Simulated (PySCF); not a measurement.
C$_{5}$H$_{8}$N$_{2}$Si (SMILES C=Nc1ccn([SiH3])c1)

The calculation's input:

```
{"job": {"kind": "uv", "xc": "wB97X-D", "basis": "def2-SVPD", "nstates": 8, "ntriplets": 3}, "charge": 0, "multiplicity": 1}
C     -3.327444     0.459059     0.082131
N     -2.200873     0.978682     0.304064
C     -1.020725     0.287338     0.151312
C     -0.766415    -1.106323    -0.057657
C      0.580340    -1.249259    -0.123433
N      1.192394    -0.027925     0.021678
Si     2.914617     0.284872     0.055620
C      0.209412     0.898573     0.199691
H     -4.202790     1.072371     0.240477
H     -3.500463    -0.563111    -0.265926
H     -1.493870    -1.890447    -0.132622
H      1.171798    -2.132358    -0.267894
H      3.135711     1.493294    -0.734525
H      3.333597     0.464860     1.446780
H      3.526969    -0.897039    -0.544048
H      0.440144     1.936358     0.331039
```

Launched as:

```sh
OMP_NUM_THREADS=1 python probes_run.py task.json out
```

Geometry: GFN2-xTB.

Level of theory: wB97X-D/def2-SVPD, SCF density, gas phase in PySCF.

What will maps of the electron density and electron localisation function show?

Answer. C–N (1.26 Å): the density is about 2.8 e/Å³ at the midpoint; the ELF peaks at about 0.90 between the atoms: a short, multiple covalent bond.
C–C (1.36 Å): the density is about 2.2 e/Å³ at the midpoint; the ELF peaks at about 0.95 between the atoms; a covalent bond.
Si–N (1.75 Å): ρ at the midpoint is about 1.1 e/Å³; the ELF peaks at about 0.95 between the atoms, as expected for a polar covalent bond.
C–H (1.07 Å): ρ is about 2 e/Å³ halfway; the ELF climbs to about 1 towards the hydrogen, as it does in any bond to H (an ordinary covalent bond to hydrogen).

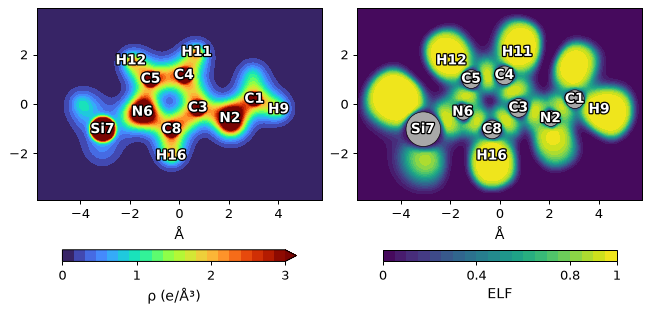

Computed electron density and electron localisation function on the plane of atoms C4, C5 and H12, in this order. Grey discs cover the atomic cores in the ELF map. 
